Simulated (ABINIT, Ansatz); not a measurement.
# A GW chain in ABINIT: Ba2CaMoO6 (Fm-3m), part 2 of 2

Wanted: ground state, empty states, screening and self-energy for Ba2CaMoO6 (Fm-3m).

ABINIT 10.8.3; LDA and many-body steps on it, plane waves. Known limits of the many-body steps: not at the basis limit; no spin-orbit coupling; coarse k mesh.

So far. Step 2 (Ground state): The gap is indirect, with the least direct gap 0.06 eV higher. Step 3 (Empty states on the mesh, 2×2×2 mesh, 525 bands): On this mesh the gap is 2.125 eV.

### Step 4. Screening, 2×2×2 mesh, 479 bands, screening to 217.7 eV

The RPA dielectric matrix is built and inverted for each q.

This step: RPA screening on LDA, plane waves, norm-conserving pseudopotentials.

Input file run.abi:

```
acell 3*1.0 Angstrom
rprim 
  -0.000000000000 4.190056500000 4.190056500000
  4.190056500000 -0.000000000000 4.190056500000
  4.190056500000 4.190056500000 -0.000000000000
ntypat 4
znucl 56 20 42 8
natom 10
typat 1 1 2 3 4 4 4 4 4 4
xred 
  0.250000000000 0.250000000000 0.250000000000
  0.750000000000 0.750000000000 0.750000000000
  0.000000000000 0.000000000000 0.000000000000
  0.500000000000 0.500000000000 0.500000000000
  0.728140000000 0.271860000000 0.271860000000
  0.271860000000 0.728140000000 0.271860000000
  0.271860000000 0.728140000000 0.728140000000
  0.728140000000 0.271860000000 0.728140000000
  0.271860000000 0.271860000000 0.728140000000
  0.728140000000 0.728140000000 0.271860000000
pp_dirpath "pseudos"
pseudos "Ba.upf, Ca.upf, Mo.upf, O.upf"
ecut 36
ngkpt 2 2 2
nshiftk 1
shiftk 0 0 0
kptopt 1
chksymbreak 0
istwfk *1
occopt 1
irdwfk 1
optdriver 3
nband 479
ecuteps 8
inclvkb 2
awtr 1
symchi 1
indata_prefix "in"
outdata_prefix "out"
tmpdata_prefix "tmp"
```

Run with:

```
OMP_NUM_THREADS=1 mpirun -n 4 abinit run.abi > log
```

Numbers of over 12 decimals in the logs are rounded to 6 here.

Output:

```text
.Version 10.8.3 of ABINIT. v10.8.2 released Aug 2026.

 Symmetries : space group Fm -3 m (#225); Bravais cF (face-center cubic)
[... echo of the input left out ...]
== DATASET  1 ==================================================================
-   mpi_nproc: 4, omp_nthreads: 1 (-1 if OMP is not activated)

--- !DatasetInfo
iteration_state: {dtset: 1, }
dimensions: {natom: 10, nkpt: 3, mband: 479, nsppol: 1, nspinor: 1, nspden: 1, mpw: 10272, }
cutoff_energies: {ecut:  36.0, pawecutdg:  -1.0, }
electrons: {nelect:   8.00000000E+01, charge:   0.00000000E+00, occopt:   1.00000000E+00, tsmear:   1.00000000E-02, }

 SCREENING: Calculation of the susceptibility and dielectric matrices

 Based on a program developped by R.W. Godby, V. Olevano, G. Onida, and L. Reining.
 Incorporated in ABINIT by V. Olevano, G.-M. Rignanese, and M. Torrent.
.Using double precision arithmetic ; gwpc =  8

[... cell and pseudopotentials left out ...]
--------------------------------------------------------------------------------

 ==== K-mesh for the wavefunctions ====
 Number of points in the irreducible wedge :     3
[... list of points left out ...]
 Together with 48 symmetry operations and time-reversal symmetry
 yields     8 points in the full Brillouin Zone.

 ==== Q-mesh for the screening function ====
 Number of points in the irreducible wedge :     3
[... list of points left out ...]
 Together with 48 symmetry operations and time-reversal symmetry
 yields     8 points in the full Brillouin Zone.

 setmesh: FFT mesh size selected  =    45x   45x   45
          total number of points  =        91125

 vcoul_init : cutoff-mode = AUXILIARY_FUNCTION
 q-points for optical limit:   1
     1)      0.000010    0.000020    0.000030

- screening: taking advantage of time-reversal symmetry
- Maximum band index for partially occupied states nbvw = 40
- Remaining bands to be divided among processors   nbcw = 439
- Number of bands treated by each node ~109

 Number of electrons calculated from density =   80.0000; Expected =   80.0000
 average of density, n =  0.080576
 r_s =    1.4363
 omega_plasma =   27.3815 [eV]

 calculating chi0 at frequencies [eV] :
  1    0.000000E+00    0.000000E+00
  2    0.000000E+00    2.738152E+01

--------------------------------------------------------------------------------
  q-point number  1        q = ( 0.000000, 0.000000, 0.000000) [r.l.u.]
--------------------------------------------------------------------------------
[... chi0 elements left out ...]
 For q-point:  0.000010 0.000020 0.000030
  dielectric constant =   5.2734
  dielectric constant without local fields =   6.4689

  Average fulfillment of the sum rule on Im[epsilon] for q-point    1 :     82.05  [%]
[... wings left out ...]
  q-point number  2        q = ( 0.500000, 0.000000, 0.000000) [r.l.u.]
--------------------------------------------------------------------------------
[... chi0 elements left out ...]
  Average fulfillment of the sum rule on Im[epsilon] for q-point    2 :     84.89  [%]

 [... 1 further q-points ...]
```

Wall time 6.1 min (4 MPI ranks of Arm Neoverse V1, shared host); peak memory 3.8 GiB.

Numbers from this step:

```
ε∞ with local fields, on this mesh, along the program's q direction : 5.273
the same without local fields                                       : 6.469
plasma frequency                                                    : 27.38 eV
plane waves in the screening matrix                                 : 1067
```

Local fields lower ε∞ by 18 %. On a Γ-centred mesh this coarse the value itself is usually too large, while a short band sum pulls it down.

### Step 5. Self-energy, 2×2×2 mesh, 479 bands, screening to 217.7 eV

The self-energy is evaluated for the states that the input lists, and the levels follow from it, in one-shot runs by the linearised quasiparticle equation.

This step: G0W0 on LDA, plane waves, norm-conserving pseudopotentials.

run.abi: that of step 4 with these lines changed.

```diff
@@ -31,8 +31,17 @@
 irdwfk 1
-optdriver 3
+optdriver 4
 nband 479
+gwcalctyp 0
+ecutsigx 36
+symsigma 1
+nkptgw 2
+kptgw 
+  0.0000000000 0.0000000000 0.0000000000
+  0.5000000000 0.5000000000 0.0000000000
+bdgw 
+  38 43
+  38 43
 ecuteps 8
-inclvkb 2
-awtr 1
-symchi 1
+irdscr 1
+ppmodel 1
 indata_prefix "in"
```

Output:

```text
.Version 10.8.3 of ABINIT. v10.8.2 released Aug 2026.

 Symmetries : space group Fm -3 m (#225); Bravais cF (face-center cubic)
[... echo of the input left out ...]
== DATASET  1 ==================================================================
-   mpi_nproc: 4, omp_nthreads: 1 (-1 if OMP is not activated)

--- !DatasetInfo
iteration_state: {dtset: 1, }
dimensions: {natom: 10, nkpt: 3, mband: 479, nsppol: 1, nspinor: 1, nspden: 1, mpw: 10272, }
cutoff_energies: {ecut:  36.0, pawecutdg:  -1.0, }
electrons: {nelect:   8.00000000E+01, charge:   0.00000000E+00, occopt:   1.00000000E+00, tsmear:   1.00000000E-02, }

 SIGMA: Calculation of the GW corrections

 Based on a program developped by R.W. Godby, V. Olevano, G. Onida, and L. Reining.
 Incorporated in ABINIT by V. Olevano, G.-M. Rignanese, and M. Torrent.
.Using double precision arithmetic ; gwpc =  8

[... cell and pseudopotentials left out ...]
--------------------------------------------------------------------------------

 ==== K-mesh for the wavefunctions ====
 Number of points in the irreducible wedge :     3
[... list of points left out ...]
 Together with 48 symmetry operations and time-reversal symmetry
 yields     8 points in the full Brillouin Zone.

 ==== Q-mesh for screening function ====
 Number of points in the irreducible wedge :     3
[... list of points left out ...]
 Together with 48 symmetry operations and time-reversal symmetry
 yields     8 points in the full Brillouin Zone.

 vcoul_init : cutoff-mode = AUXILIARY_FUNCTION
 q-points for optical limit:   1
     1)      0.000010    0.000020    0.000030
 setmesh: FFT mesh size selected  =    64x   64x   64
          total number of points  =       262144

 Number of electrons calculated from density =   80.0000; Expected =   80.0000
 average of density, n =  0.080576
 r_s =    1.4363
 omega_plasma =   27.3815 [eV]

 === KS Band Gaps ===
  >>>> For spin  1
   Minimum direct gap =   2.1900 [eV], located at k-point      :   0.5000  0.5000  0.0000
   Fundamental gap    =   2.1254 [eV], Top of valence bands at :   0.0000  0.0000  0.0000
                                       Bottom of conduction at :   0.5000  0.5000  0.0000
 SIGMA fundamental parameters:
 PLASMON POLE MODEL  1
 number of plane-waves for SigmaX                10177
 number of plane-waves for SigmaC and W           1067
 number of plane-waves for wavefunctions         10177
 number of bands                                   479
 number of independent spin polarizations            1
 number of spinorial components                      1
 number of k-points in IBZ                           3
 number of q-points in IBZ                           3
 number of symmetry operations                      48
 number of k-points in BZ                            8
 number of q-points in BZ                            8
 number of frequencies for dSigma/dE                 9
 frequency step for dSigma/dE [eV]                0.25
 number of omega for Sigma on real axis              0
 max omega for Sigma on real axis  [eV]           0.00
 zcut for avoiding poles [eV]                     0.10

 EPSILON^-1 parameters (SCR file):
 dimension of the eps^-1 matrix on file           1067
 dimension of the eps^-1 matrix used              1067
 number of plane-waves for wavefunctions         10177
 number of bands                                   479
 number of q-points in IBZ                           3
 number of frequencies                               2
 number of real frequencies                          1
 number of imag frequencies                          1

 matrix elements of self-energy operator (all in [eV])

 Perturbative Calculation

--- !SelfEnergy_ee
iteration_state: {dtset: 1, }
kpoint     : [   0.000,    0.000,    0.000, ]
spin       : 1
KS_gap     :    2.520
QP_gap     :    4.023
Delta_QP_KS:    1.503
data: !SigmaeeData |
     Band     E0 <VxcDFT>   SigX SigC(E0)      Z dSigC/dE  Sig(E)    E-E0       E
       38   5.663 -19.542 -24.189   4.404   0.766  -0.305 -19.728  -0.186   5.476
       39   5.663 -19.542 -24.189   4.404   0.766  -0.305 -19.728  -0.186   5.476
       40   5.663 -19.542 -24.189   4.404   0.766  -0.305 -19.728  -0.186   5.476
       41   8.183 -17.434 -12.160  -3.634   0.802  -0.246 -16.118   1.317   9.499
       42   8.183 -17.434 -12.160  -3.634   0.802  -0.246 -16.118   1.317   9.499
       43   8.183 -17.434 -12.160  -3.634   0.802  -0.246 -16.118   1.317   9.499

--- !SelfEnergy_ee
iteration_state: {dtset: 1, }
kpoint     : [   0.500,    0.500,    0.000, ]
spin       : 1
KS_gap     :    2.190
QP_gap     :    3.680
Delta_QP_KS:    1.491
data: !SigmaeeData |
     Band     E0 <VxcDFT>   SigX SigC(E0)      Z dSigC/dE  Sig(E)    E-E0       E
       38   5.112 -19.846 -24.603   4.383   0.775  -0.291 -20.136  -0.290   4.822
       39   5.112 -19.846 -24.603   4.383   0.775  -0.291 -20.136  -0.290   4.822
       40   5.598 -19.374 -23.973   4.349   0.767  -0.304 -19.566  -0.192   5.406
       41   7.788 -16.723 -11.112  -4.005   0.808  -0.237 -15.424   1.298   9.087
       42   8.987 -19.494 -13.929  -3.774   0.791  -0.264 -18.077   1.416  10.404
       43   8.987 -19.494 -13.929  -3.774   0.791  -0.264 -18.077   1.416  10.404

== END DATASET(S) ==============================================================
================================================================================

 -outvars: echo values of variables after computation  --------
           etotal      0.0000000000E+00
            nband         479
             nkpt           3
          spgroup         225
 [... the other variables as echoed above ...]

 Calculation completed.
```

Wall time 4.5 min (4 MPI ranks); peak memory 3.8 GiB.

Numbers from this step:

```
G0W0 gap on the points computed              : 3.611 eV
starting gap on the mesh                     : 2.125 eV
k of the valence top                         : 0, 0, 0
k of the conduction bottom                   : 0.5, 0.5, 0
Z at the valence top                         : 0.766
Z at the conduction bottom                   : 0.808
least direct G0W0 gap on the computed points : 3.681 eV
```

The gap on the mesh goes from 2.13 eV to 3.61 eV, a correction of +1.49 eV.

Limits: finite bands, cutoff and mesh; no spin-orbit coupling; coarse k mesh. v1 is the top filled band, c1 the lowest empty one. The levels before and after the correction (eV, zero at the valence-band top of each column):

|  | conduction bottom | valence top |
| --- | --- | --- |
| Kohn-Sham | 2.13 | 0.00 |
| G0W0 | 3.61 | 0.00 |

|  | level | energy (eV) |
| --- | --- | --- |
| Kohn-Sham | Γ v3-v1 | 0.000 |
| Kohn-Sham | Γ c1-c3 | 2.520 |
| Kohn-Sham | (0.5 0.5 0) v3-v2 | -0.551 |
| Kohn-Sham | (0.5 0.5 0) v1 | -0.065 |
| Kohn-Sham | (0.5 0.5 0) c1 | 2.125 |
| Kohn-Sham | (0.5 0.5 0) c2-c3 | 3.324 |
| G0W0 | Γ v3-v1 | 0.000 |
| G0W0 | Γ c1-c3 | 4.023 |
| G0W0 | (0.5 0.5 0) v3-v2 | -0.654 |
| G0W0 | (0.5 0.5 0) v1 | -0.070 |
| G0W0 | (0.5 0.5 0) c1 | 3.611 |
| G0W0 | (0.5 0.5 0) c2-c3 | 4.928 |

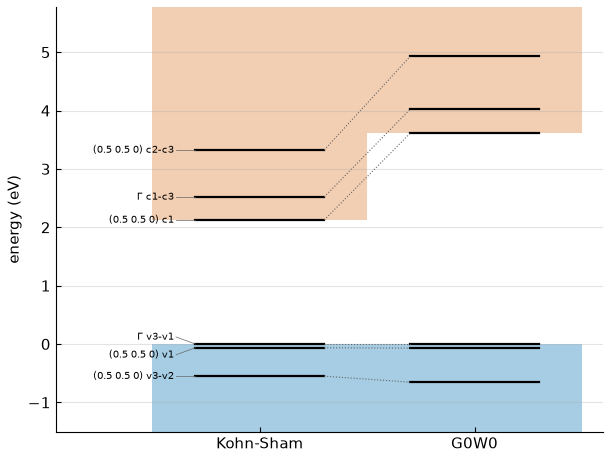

Levels before and after the correction. Shaded: valence and conduction bands.

### Step 6. Where the time went

Times are wall times on the hardware named with each run, good to a factor of about two.

| step | time | share | memory (GiB) |
| --- | --- | --- | --- |
| ground state | 76 s | 6 % | 0.55 |
| empty states on the mesh | 8.7 min | 42 % | 0.6 |
| screening | 6.1 min | 30 % | 3.8 |
| self-energy | 4.5 min | 22 % | 3.8 |

### Step 7. What came out

```
LDA gap              : 2.13 eV, indirect
G0W0 gap on the mesh : 3.61 eV
GW settings          : 2×2×2 mesh, 479 bands, screening to 217.7 eV, Godby-Needs plasmon pole
known limits         : not at the basis limit; no spin-orbit coupling; coarse k mesh
```

G0W0 moves the gap on the mesh from 2.13 eV to 3.61 eV (+1.49 eV), with Z of 0.77 and 0.81 at the edges. Local fields lower the RPA ε∞ on this mesh from 6.47 to 5.27; a Γ-centred mesh this coarse tends to raise both, most where the direct gap is narrow, while a short band sum lowers them. Only 2 of the mesh's irreducible points were corrected, so a valley elsewhere could overtake. Bands and cutoff are finite, so the gap is not at the basis limit. The miss can reach some tenths of an eV and take either sign; the mesh is an error of its own. In the G0W0 run levels were corrected at 2 k points alone, so a gap called «on the mesh» is the least over those, and an edge elsewhere would be missed. The 2×2×2 mesh is coarse for this cell, which bears on the long-range parts of exchange and screening. The many-body steps are scalar-relativistic: spin-orbit coupling is not in them.

[Paths, hosts, dates, memory and timing lines, banners, echoed tables and standing remarks are left out of the program output.]

[Logs are printed without paths, hosts, clocks, repeated set-up lines and the standing remarks that a program may print on its own settings, such as how far it seeks lower states.]

[Runs of the session that timed out or met a known fault of the program may be left out.]

[Hosts, paths, dates, database ids (printed as entryN), source tags and the programs' standing remarks are cut or masked in the printed files.]

[G0W0 gaps are taken among the corrected bands and points alone; a level outside them can change the order at an edge.]

[Where Ansatz stands beside ABINIT at settings called matched, ABINIT's density can come from a denser mesh and the files from another edition; pairs whose starting gaps differed by over 0.03 eV were left out, so agreement reads better than it is.]
